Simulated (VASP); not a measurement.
# From one sheet to two: Janus WSSe monolayer, part 2 of 6

Aim: relax Janus WSSe monolayer, place its levels against the vacuum, then find how two sheets stack and bind.

VASP 6.6.1, plane waves and PAW; the level of theory is named at each step.

So far. Step 2 (Relaxing the monolayer): The run ended after 10 ionic steps, 0.120 eV below its first step, once forces and stress met EDIFFG = -0.015.

**3. A second relaxation**

Level of this step: optB86b-vdW, no spin polarisation; plane waves and PAW (W, S, Se) (VASP).

The plane waves were chosen for the start cell, so the relaxation is repeated from its end.

INCAR reads:

```
SYSTEM = WSeS
PREC = Normal
ENCUT = 350
EDIFF = 1E-06
NELM = 120
ISMEAR = 0
SIGMA = 0.03
LREAL = .FALSE.
ALGO = Normal
GGA = MK
AGGAC = 0
LUSE_VDW = .TRUE.
PARAM1 = 0.1234
PARAM2 = 1
LASPH = .TRUE.
NBANDS = 15
LORBIT = 11
LWAVE = .FALSE.
LCHARG = .FALSE.
KPAR = 4
IBRION = 2
NSW = 30
ISIF = 3
EDIFFG = -0.015
POTIM = 0.4
IDIPOL = 3
LDIPOL = .TRUE.
DIPOL = 0.5 0.5 0.5
LATTICE_CONSTRAINTS = .TRUE. .TRUE. .FALSE.
```

POSCAR reads:

```
WSeS
1.0
    3.2271703630      0.0000000000      0.0000000000
   -1.6135851815      2.7948115167      0.0000000000
    0.0000000000      0.0000000000     22.0000000000
W S Se
1 1 1
Direct
    0.3333333333      0.6666666667      0.4973466830
    0.6666666667      0.3333333333      0.4271425482
    0.6666666667      0.3333333333      0.5755107688
```

KPOINTS reads:

```
Automatic mesh
0
Gamma
12 12 1
0 0 0
```

Potentials, in the order of the species: W, S and Se (PBE family, release 64).

Run with:

```bash
$ mpirun -np 4 vasp_std
```

What it wrote:

```text
[banner, memory and clock lines left out]
running    4 mpi-ranks, on    1 nodes
 distrk:  each k-point on    1 cores,    4 groups
 distr:  one band on    1 cores,    1 groups

 POSCAR found type information on POSCAR W S Se
 POSCAR found :  3 types and       3 ions
 [... a notice as in an earlier step ...]

 [... a notice as in an earlier step ...]

 LDA part: xc-table for (Slater+PW92), standard interpolation
 POSCAR, INCAR and KPOINTS ok, starting setup
 FFT: planning ... GRIDC
 FFT: planning ... GRID_SOFT
 FFT: planning ... GRID
 WAVECAR not read
 entering main loop
       N       E                     dE             d eps       ncg     rms          rms(c)
DAV:   1     0.111197178273E+03    0.11120E+03   -0.50060E+03   570   0.645E+02
DAV:   2    -0.705650930553E+01   -0.11825E+03   -0.11056E+03   967   0.155E+02
DAV:   3    -0.184796123461E+02   -0.11423E+02   -0.11340E+02   794   0.587E+01
DAV:   4    -0.186646129276E+02   -0.18500E+00   -0.18463E+00   754   0.909E+00
DAV:   5    -0.186685805672E+02   -0.39676E-02   -0.39667E-02   802   0.122E+00    0.250E+01
DAV:   6    -0.176430630277E+02    0.10255E+01   -0.29557E+00   897   0.126E+01    0.105E+01
DAV:   7    -0.175336925366E+02    0.10937E+00   -0.12762E+00   759   0.872E+00    0.586E+00
DAV:   8    -0.174374025868E+02    0.96290E-01   -0.19189E-01   710   0.386E+00    0.802E-01
DAV:   9    -0.174360234361E+02    0.13792E-02   -0.32963E-02   759   0.130E+00    0.353E-01
DAV:  10    -0.174341031933E+02    0.19202E-02   -0.57939E-03   731   0.546E-01    0.118E-01
DAV:  11    -0.174337251498E+02    0.37804E-03   -0.69944E-04   773   0.174E-01    0.121E-01
DAV:  12    -0.174334153111E+02    0.30984E-03   -0.12828E-04   746   0.699E-02    0.750E-02
DAV:  13    -0.174326912142E+02    0.72410E-03   -0.23397E-04   718   0.742E-02    0.185E-02
DAV:  14    -0.174326133307E+02    0.77883E-04   -0.14238E-05   780   0.235E-02    0.145E-02
DAV:  15    -0.174324116087E+02    0.20172E-03   -0.46202E-05   689   0.374E-02    0.124E-02
DAV:  16    -0.174323383621E+02    0.73247E-04   -0.25790E-05   605   0.317E-02    0.628E-03
DAV:  17    -0.174323609743E+02   -0.22612E-04   -0.23608E-05   584   0.268E-02    0.366E-03
DAV:  18    -0.174323860044E+02   -0.25030E-04   -0.98046E-06   631   0.137E-02    0.161E-03
DAV:  19    -0.174324071317E+02   -0.21127E-04   -0.19209E-06   672   0.706E-03    0.461E-04
DAV:  20    -0.174324154411E+02   -0.83094E-05   -0.64035E-07   550   0.451E-03    0.740E-04
DAV:  21    -0.174324189254E+02   -0.34843E-05   -0.23000E-07   552   0.264E-03    0.340E-04
DAV:  22    -0.174324197908E+02   -0.86544E-06   -0.79144E-08   572   0.169E-03
   1 F= -.17432420E+02 E0= -.17432420E+02  d E =-.174324E+02
 curvature:   0.00 expect dE= 0.000E+00 dE for cont linesearch  0.000E+00
 trial: gam= 0.00000 g(F)=  0.683E-07 g(S)=  0.183E-05 ort = 0.000E+00 (trialstep = 0.100E+01)
 search vector abs. value=  0.190E-05
 reached required accuracy - stopping structural energy minimisation
```

Elapsed: 34 s, on 4 MPI ranks of AMD EPYC 9R45, shared host; peak memory 1.4 GiB; 2.2 min of CPU time.

OUTCAR, selected parts (step 3):

```text
  LATTYP: Found a hexagonal cell.
 ALAT       =     3.2271703630
 C/A-ratio  =     6.8171176372

The static configuration has the point symmetry C_3v.

 Found     19 irreducible k-points:

   ENCUT  =  350.0 eV  25.72 Ry    5.07 a.u.   4.92  4.92 33.56*2*pi/ulx,y,z

   NELECT =      18.0000    total number of electrons

 dipolmoment           0.000000      0.000000     -0.035423 electrons x Angstroem

 E-fermi :  -2.3136

 k-point     1 :       0.0000    0.0000    0.0000
  band No.  band energies     occupation
    ...
      5      -5.0894      2.00000
      6      -4.7408      2.00000
      7      -3.6704      2.00000
      8      -3.6704      2.00000
      9      -2.6262      2.00000
     10       0.5009      0.00000
     11       0.5009      0.00000
     12       0.7348      0.00000
     13       0.7348      0.00000
     14       1.5791      0.00000
    ...

 k-point     2 :       0.0833    0.0000    0.0000
  band No.  band energies     occupation
    ...
      5      -5.0063      2.00000
      6      -4.8809      2.00000
      7      -3.8228      2.00000
      8      -3.6985      2.00000
      9      -2.6583      2.00000
     10       0.2776      0.00000
     11       0.3791      0.00000
     12       0.5369      0.00000
     13       0.7659      0.00000
     14       1.7949      0.00000
    ...

Total vdW correction in eV:      2.9400521

  Total       -0.0084285     -0.0084285     -0.0646174      0.0000000      0.0000000      0.0000000
  in kB       -0.0680554     -0.0680554     -0.5217506      0.0000000      0.0000000      0.0000000
  external PRESSURE =      -0.2192872 kB  Pullay stress =       0.0000000 kB

  energy-cutoff  :      350.00
  volume of cell :      198.43
      direct lattice vectors                 reciprocal lattice vectors
     3.227170363  0.000000000  0.000000000     0.309868984  0.178902941  0.000000000
    -1.613585181  2.794811517  0.000000000     0.000000000  0.357805882  0.000000000
     0.000000000  0.000000000 22.000000000     0.000000000  0.000000000  0.045454545

 POSITION                                       TOTAL-FORCE (eV/Angst)
 -----------------------------------------------------------------------------------
     -0.00000      1.86321     10.94163         0.000000      0.000000      0.001085
      1.61359      0.93160      9.39714         0.000000      0.000000     -0.000500
      1.61359      0.93160     12.66124        -0.000000      0.000000     -0.000585
 -----------------------------------------------------------------------------------
    total drift:                                0.000001      0.000005     -0.000901

  FREE ENERGIE OF THE ION-ELECTRON SYSTEM (eV)
  ---------------------------------------------------
  free  energy   TOTEN  =       -17.4324197908 eV

  energy  without entropy=      -17.4324197908  energy(sigma->0) =      -17.43241979

Total vdW correction in eV:      2.9400532

 vacuum level on the upper side and lower side of the slab         2.029         2.731

 total charge
# of ion       s       p       d       tot
------------------------------------------
    1        0.541   0.654   4.240   5.435
    2        1.359   2.351   0.000   3.710
    3        1.480   2.355   0.068   3.904
--------------------------------------------------
tot          3.381   5.360   4.308  13.049

[... 4 parts as in an earlier step ...]

[... 7 further parts left out ...]
```

Little changed from the start: no atom moved by 0.005 Å and no cell edge by 0.1 %.

This step gave:

* electronic cycles: 22
* Fermi energy: -2.314 eV
* dipole moment: 0, 0, -0.03542 e·Å

The start already met the threshold, so nothing moved.

**4. Potential and states of the slab**

A static run writes the electrostatic potential without exchange and correlation (LVHAR), which is flat in the vacuum and gives the level to count from. The dipole correction cancels the field that unlike faces would set up across the vacuum.

INCAR reads:

```
SYSTEM = WSeS
PREC = Normal
ENCUT = 350
EDIFF = 1E-06
NELM = 120
ISMEAR = 0
SIGMA = 0.03
LREAL = .FALSE.
ALGO = Fast
GGA = MK
AGGAC = 0
LUSE_VDW = .TRUE.
PARAM1 = 0.1234
PARAM2 = 1
LASPH = .TRUE.
NBANDS = 15
LORBIT = 11
LWAVE = .FALSE.
LCHARG = .TRUE.
IDIPOL = 3
LDIPOL = .TRUE.
DIPOL = 0.5 0.5 0.5
LVHAR = .TRUE.
LVACPOTAV = .TRUE.
NEDOS = 1500
LELF = .TRUE.
```

POSCAR is that of step 3.

KPOINTS is that of step 3.

KPOINTS_OPT reads:

```
Line mode
14
Line-mode
Reciprocal
  0.00000000   0.00000000   0.00000000 GAMMA
  0.50000000   0.00000000   0.00000000 M

  0.50000000   0.00000000   0.00000000 M
  0.33333333   0.33333333   0.00000000 K

  0.33333333   0.33333333   0.00000000 K
  0.00000000   0.00000000   0.00000000 GAMMA
```

Run with:

```bash
$ mpirun -np 4 vasp_std
```

What it wrote:

```text
[banner, memory and clock lines left out]
running    4 mpi-ranks, on    1 nodes
 distrk:  each k-point on    4 cores,    1 groups
 distr:  one band on    1 cores,    4 groups

 POSCAR found type information on POSCAR W S Se
 POSCAR found :  3 types and       3 ions
 [... a notice as in an earlier step ...]

 [... a notice as in an earlier step ...]

 LDA part: xc-table for (Slater+PW92), standard interpolation
|                                                                             |
|           W    W    AA    RRRRR   N    N  II  N    N   GGGG   !!!           |
|           W    W   A  A   R    R  NN   N  II  NN   N  G    G  !!!           |
|           W    W  A    A  R    R  N N  N  II  N N  N  G       !!!           |
|           W WW W  AAAAAA  RRRRR   N  N N  II  N  N N  G  GGG   !            |
|           WW  WW  A    A  R   R   N   NN  II  N   NN  G    G                |
|           W    W  A    A  R    R  N    N  II  N    N   GGGG   !!!           |
|                                                                             |
|     The number of bands has been changed from the values supplied in        |
|     The orbitals not found in the WAVECAR file will be initialized with     |
|     random numbers, which is usually adequate. For correlated               |
|     calculations, however, you should redo the groundstate calculation.     |
|     I found NBANDS = 15. Now, NBANDS = 16.                                  |
|                                                                             |

 POSCAR, INCAR and KPOINTS ok, starting setup
 FFT: planning ... GRIDC
 FFT: planning ... GRID_SOFT
 FFT: planning ... GRID
 WAVECAR not read
 entering main loop
       N       E                     dE             d eps       ncg     rms          rms(c)
DAV:   1     0.110008703625E+03    0.11001E+03   -0.50731E+03   608   0.612E+02
DAV:   2    -0.668413348832E+01   -0.11669E+03   -0.10709E+03   936   0.145E+02
DAV:   3    -0.184491784476E+02   -0.11765E+02   -0.11655E+02   840   0.569E+01
DAV:   4    -0.186633884040E+02   -0.21421E+00   -0.21370E+00   760   0.926E+00
DAV:   5    -0.186685270896E+02   -0.51387E-02   -0.51379E-02   864   0.133E+00    0.250E+01
RMM:   6    -0.176170062492E+02    0.10515E+01   -0.24047E+00   699   0.774E+00    0.966E+00
RMM:   7    -0.174540649770E+02    0.16294E+00   -0.64919E-01   691   0.487E+00    0.637E+00
RMM:   8    -0.174439495471E+02    0.10115E-01   -0.37413E-01   742   0.341E+00    0.156E+00
RMM:   9    -0.174359315933E+02    0.80180E-02   -0.51213E-02   747   0.196E+00    0.922E-01
RMM:  10    -0.174345863492E+02    0.13452E-02   -0.11071E-02   748   0.573E-01    0.688E-01
RMM:  11    -0.174334887331E+02    0.10976E-02   -0.26312E-03   743   0.326E-01    0.577E-01
RMM:  12    -0.174332049315E+02    0.28380E-03   -0.84741E-04   783   0.172E-01    0.196E-01
RMM:  13    -0.174326890296E+02    0.51590E-03   -0.26809E-04   749   0.106E-01    0.175E-01
RMM:  14    -0.174325309403E+02    0.15809E-03   -0.12175E-04   786   0.656E-02    0.396E-02
RMM:  15    -0.174323575703E+02    0.17337E-03   -0.11827E-04   766   0.585E-02    0.513E-02
RMM:  16    -0.174323404314E+02    0.17139E-04   -0.22009E-05   737   0.315E-02    0.431E-02
RMM:  17    -0.174323672342E+02   -0.26803E-04   -0.40362E-05   784   0.282E-02    0.355E-02
RMM:  18    -0.174323823447E+02   -0.15111E-04   -0.55976E-06   657   0.106E-02    0.235E-02
RMM:  19    -0.174323965322E+02   -0.14188E-04   -0.21052E-06   619   0.639E-03    0.128E-02
RMM:  20    -0.174324147542E+02   -0.18222E-04   -0.25287E-06   656   0.754E-03    0.921E-04
RMM:  21    -0.174324174724E+02   -0.27182E-05   -0.30477E-07   549   0.339E-03    0.866E-04
RMM:  22    -0.174324195980E+02   -0.21256E-05   -0.17240E-07   512   0.250E-03    0.151E-03
RMM:  23    -0.174324197986E+02   -0.20061E-06   -0.34878E-08   359   0.131E-03
|                                                                             |
|           W    W    AA    RRRRR   N    N  II  N    N   GGGG   !!!           |
|           W    W   A  A   R    R  NN   N  II  NN   N  G    G  !!!           |
|           W    W  A    A  R    R  N N  N  II  N N  N  G       !!!           |
|           W WW W  AAAAAA  RRRRR   N  N N  II  N  N N  G  GGG   !            |
|           WW  WW  A    A  R   R   N   NN  II  N   NN  G    G                |
|           W    W  A    A  R    R  N    N  II  N    N   GGGG   !!!           |
|                                                                             |
|     Did not find any points to average over, which means that no vacuum     |
|     field-free region was found. Please increase the size of  your cell     |
|     in the dimension of the dipole correction to obtain accurate            |
|     workfunction values.                                                    |
|                                                                             |

   1 F= -.17432420E+02 E0= -.17432420E+02  d E =-.753765E-11
 Start KPOINTS_OPT (optional k-point list driver)
k-point batch [1-19\42]
       N       E                     dE             ncg
DAV:   1    -0.335400326538E+03   -0.65114E+04      608
DAV:   2    -0.241193643532E+04   -0.20765E+04      976
DAV:   3    -0.261971550355E+04   -0.20778E+03      856
DAV:   4    -0.262336223565E+04   -0.36467E+01      776
DAV:   5    -0.262343836350E+04   -0.76128E-01      800
DAV:   6    -0.262344157820E+04   -0.32147E-02      848
DAV:   7    -0.262344167052E+04   -0.92322E-04      816
DAV:   8    -0.262344167445E+04   -0.39270E-05      776
DAV:   9    -0.262344167462E+04   -0.17458E-06      616
[...]
k-point batch [39-42\42]
       N       E                     dE             ncg
DAV:   1     0.697211946065E+04   -0.20138E+03      128
DAV:   2     0.661552351844E+04   -0.35660E+03      168
DAV:   3     0.656093506048E+04   -0.54588E+02      176
DAV:   4     0.655935701614E+04   -0.15780E+01      176
DAV:   5     0.655932393375E+04   -0.33082E-01      136
DAV:   6     0.655932212019E+04   -0.18136E-02      192
DAV:   7     0.655932211011E+04   -0.10078E-04      168
DAV:   8     0.655932210961E+04   -0.50463E-06      152
```

Elapsed: 17 s, on 4 MPI ranks; peak memory 0.87 GiB; 68 s of CPU time.

OUTCAR, selected parts (step 4):

```text
The static configuration has the point symmetry C_3v.

 Found     19 irreducible k-points:

   k-points           NKPTS =     19   k-points in BZ     NKDIM =     19   number of bands    NBANDS=     16

   NELECT =      18.0000    total number of electrons

 dipolmoment           0.000000      0.000000     -0.035425 electrons x Angstroem

 E-fermi :  -2.3478

 k-point     1 :       0.0000    0.0000    0.0000
  band No.  band energies     occupation
    ...
      5      -5.0894      2.00000
      6      -4.7408      2.00000
      7      -3.6703      2.00000
      8      -3.6703      2.00000
      9      -2.6261      2.00000
     10       0.5009      0.00000
     11       0.5009      0.00000
     12       0.7349      0.00000
     13       0.7349      0.00000
     14       1.5789      0.00000
    ...

 k-point     2 :       0.0833    0.0000    0.0000
  band No.  band energies     occupation
    ...
      5      -5.0062      2.00000
      6      -4.8809      2.00000
      7      -3.8228      2.00000
      8      -3.6984      2.00000
      9      -2.6583      2.00000
     10       0.2776      0.00000
     11       0.3792      0.00000
     12       0.5370      0.00000
     13       0.7659      0.00000
     14       1.7947      0.00000
    ...

Total vdW correction in eV:      2.9400519

  Total       -0.0085443     -0.0085443     -0.0646800      0.0000000      0.0000000     -0.0000000
  in kB       -0.0689903     -0.0689903     -0.5222563      0.0000000      0.0000000     -0.0000000
  external PRESSURE =      -0.2200790 kB  Pullay stress =       0.0000000 kB

 POSITION                                       TOTAL-FORCE (eV/Angst)
 -----------------------------------------------------------------------------------
     -0.00000      1.86321     10.94163        -0.000000      0.000000      0.001007
      1.61359      0.93160      9.39714         0.000000     -0.000000     -0.000299
      1.61359      0.93160     12.66124         0.000000      0.000000     -0.000709
 -----------------------------------------------------------------------------------
    total drift:                                0.000001      0.000005     -0.000714

  FREE ENERGIE OF THE ION-ELECTRON SYSTEM (eV)
  ---------------------------------------------------
  free  energy   TOTEN  =       -17.4324197986 eV

  energy  without entropy=      -17.4324197986  energy(sigma->0) =      -17.43241980

Total vdW correction in eV:      2.9400547

 vacuum level on the upper side and lower side of the slab         2.755         3.466

[... 8 parts as in an earlier step ...]

[... 5 further parts left out ...]
```

Numbers from this step:

* electronic cycles: 23
* Fermi energy: -2.348 eV
* least gap on mesh and path: 1.782 eV
* least direct gap on mesh and path: 1.785 eV
* vacuum levels: 2.755, 3.466 eV
* ionisation potentials of the upper and lower face: 5.227, 5.938 eV
* electron affinities of the upper and lower face: 3.446, 4.157 eV

Electronic bands along the path, in eV, zero at the valence-band top; v1 is the highest filled band, c1 the lowest empty one:

```tsv
point	v4	v3	v2	v1	c1	c2	c3	c4
Γ	-2.27	-1.20	-1.20	-0.15	2.97	2.97	3.21	3.21
M	-3.15	-2.15	-0.92	-0.90	2.67	2.98	3.88	4.57
K	-3.74	-3.25	-2.34	0.00	1.79	3.05	3.76	5.26
Γ	-2.27	-1.20	-1.20	-0.15	2.97	2.97	3.21	3.21
```

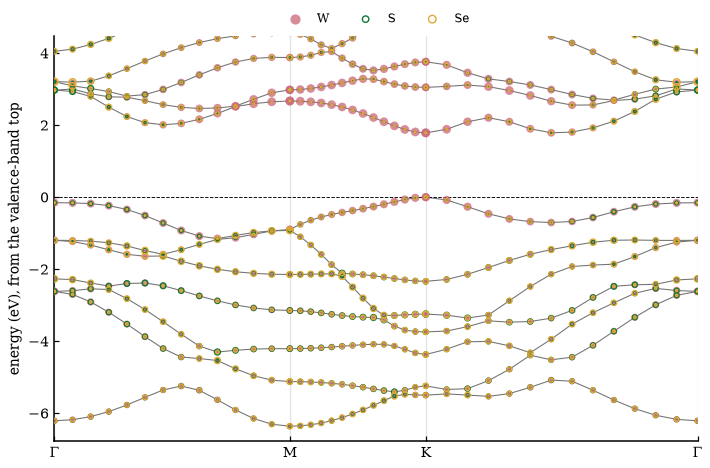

Electronic bands along the path; dots are coloured as in the legend, and their area grows with the weight.

Zero at the Fermi level. Planar average of the electrostatic potential against height:

```tsv
height (Å)	planar average of the electrostatic potential (eV)
0	5.46
1	5.81
2	5.81
3	5.81
4	5.81
5	5.81
6	5.81
7	5.78
8	5.16
9	-7.64
10	-6.98
11	-9.20
12	-6.62
13	-9.19
14	4.03
15	5.04
16	5.10
17	5.10
18	5.10
19	5.10
20	5.10
21	5.10
```

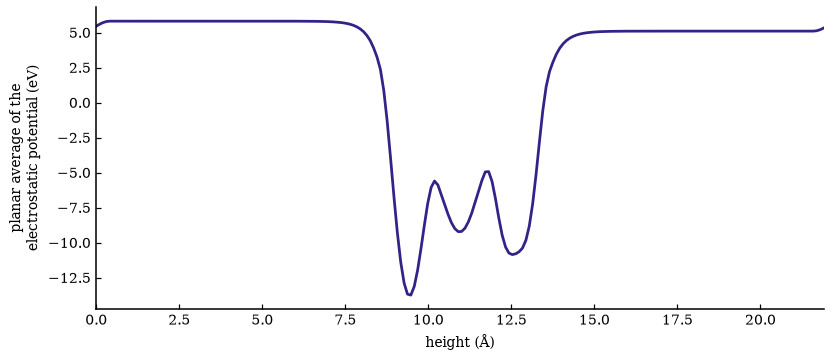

Planar average of the electrostatic potential against height.

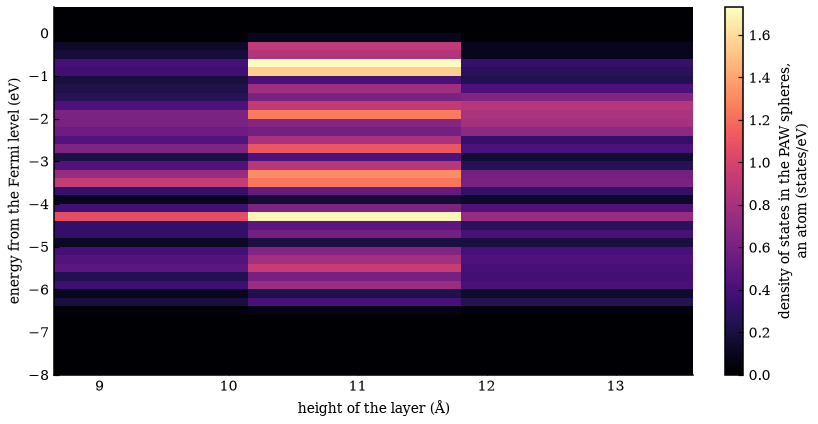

Density of states in the PAW spheres, an atom over height of the layer and energy from the Fermi level.

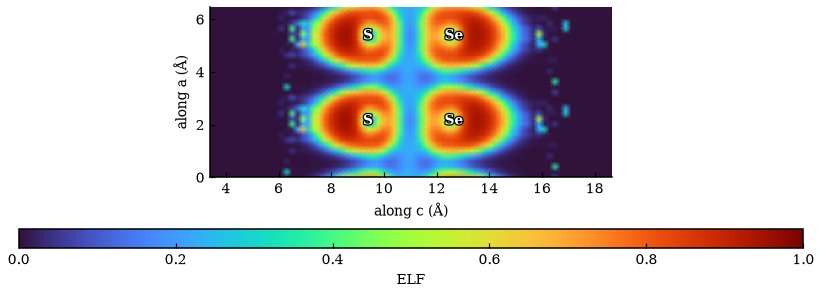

ELF in the ca plane at fractional y = 0.333, with atoms of S and Se within 0.2 Å of it. It is the smooth field of the valence electrons, not physical close to the nuclei. The far vacuum is left out of the map.

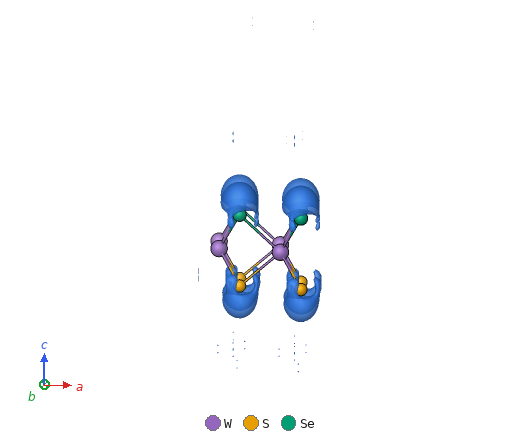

Surface of ELF = 0.85. 2×2×1 cells are drawn.

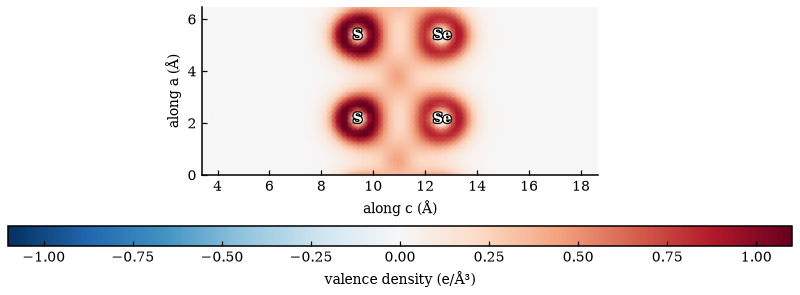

Valence density in the ca plane at fractional y = 0.333, with atoms of S and Se within 0.2 Å of it. It is the smooth field of the valence electrons, not physical close to the nuclei. The far vacuum is left out of the map.

The map of layer states is cut here 0.5 eV above the Fermi level, so it leaves out the states above that.

The vacuum level lies 5.23 eV above the highest filled level at the upper face; the two faces differ by 0.71 eV, the step that the slab's dipole of -0.035 e·Å makes.

VASP counts the dipole in electrons times Å, so a positive number points the physical dipole along −c.

The program found no field-free point at its default tolerance, but its printed level agrees with the flat part of the planar average.

(Continued in part 3 of 6.)

[Lines on the potential files, build, host, timing and source positions are cut from VASP's logs without a mark.]

[Logs are printed without paths, hosts, clocks, repeated set-up lines and the standing remarks that a program may print on its own settings, such as how far it seeks lower states.]

[Hosts, paths, dates, database ids (printed as entryN), source tags and the programs' standing remarks are cut or masked in the printed files.]

[Runs that stopped without an error message from VASP are left out.]
